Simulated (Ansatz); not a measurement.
## Electronic structure of C₂H₆BSi (charge +1) in real space

```xyz
10

B    -0.4381    1.6100   -0.7666
C    -0.1802    0.2931   -0.2873
C     1.1032   -0.4338   -0.0277
Si    1.1567    0.1480   -1.8014
H    -0.7968    2.6945   -1.0919
H    -1.0913   -0.3216   -0.4403
H     0.9917   -1.5007    0.1888
H     1.8231    0.0702    0.6285
H     1.8857    1.4299   -1.9501
H     0.7152   -0.6588   -2.9528
```

Level of theory: Ansatz, RKS PBE0/def2-SVP.

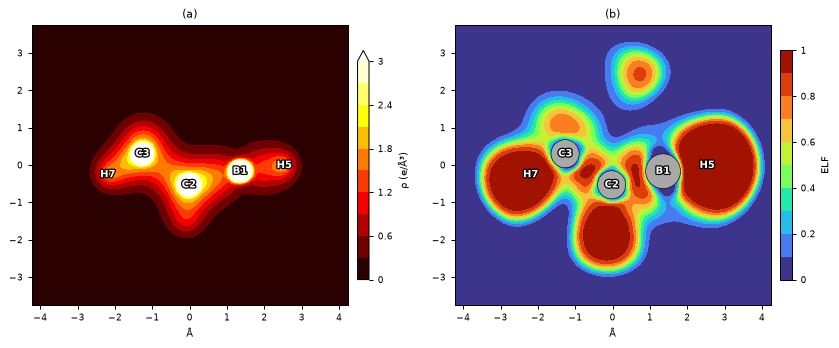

Figure 1. (a) total electron density; (b) electron localisation function on the plane of atoms B1, C2 and C3. Grey discs cover the atomic cores in the ELF map.

> What does the map show?

The plane passes through B, C and H nuclei.
C–B (1.42 Å): the density is about 1.7 e/Å³ at the midpoint; the ELF peaks at about 0.90 between the atoms; localised, covalent bonding.
C–C (1.50 Å): the density is about 1.6 e/Å³ at the midpoint; the ELF peaks at about 0.95 between the atoms, as expected for a covalent bond.
C–H (1.09 Å): ρ at the midpoint is about 2 e/Å³; the ELF climbs to about 1 towards the hydrogen, as it does in any bond to H: a covalent bond by its length.
B–H (1.19 Å): ρ is about 1.3 e/Å³ halfway; the ELF climbs to about 1 towards the hydrogen; an ordinary covalent bond to hydrogen.

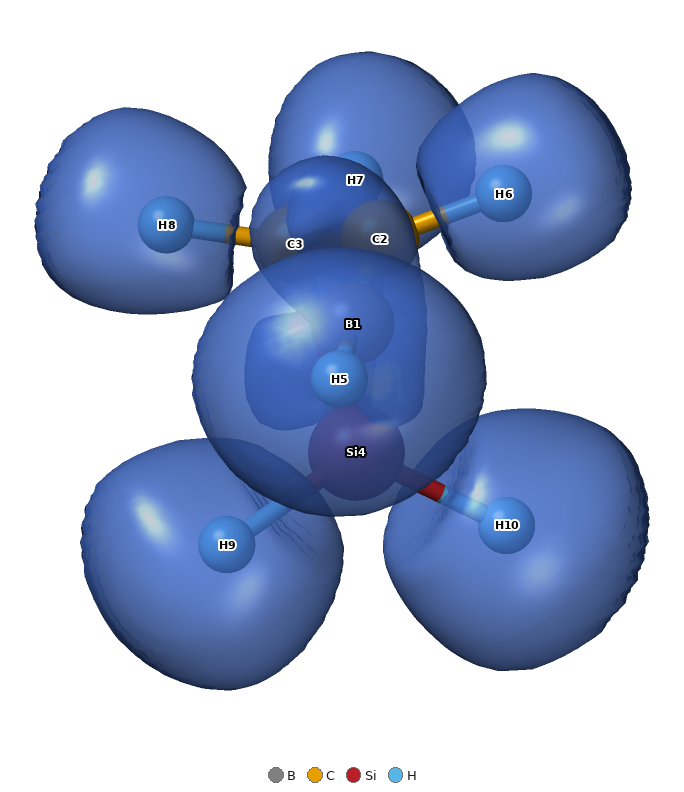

Figure 2. Isosurface of the ELF at 0.8 (blue), seen at an oblique angle. Core shells and regions of very low density are left out.

> What do the ELF domains correspond to?

The ELF exceeds this value in one region between bonded B–C atoms (shared pairs), one region between bonded C–C atoms (shared pairs), one region between bonded C–Si atoms (shared pairs) and six regions around hydrogen nuclei.

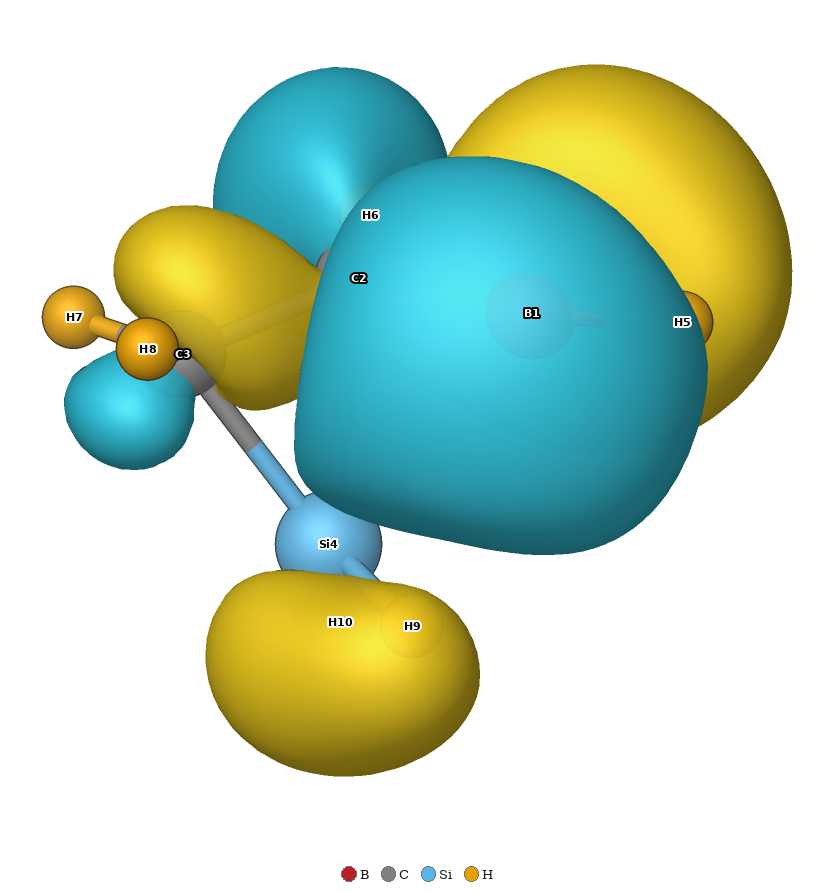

Figure 3. The LUMO at ±0.06 Å⁻³ᐟ² (yellow and cyan are the two phases), seen across its widest extent.

> Where does this orbital lie, and at what energy?

By Hirshfeld shares it lies mainly on B1 (about 60 %), C2 (about 10 %), H5 (about 5 %) and H6 (about 5 %). Its energy is −7.62 eV.
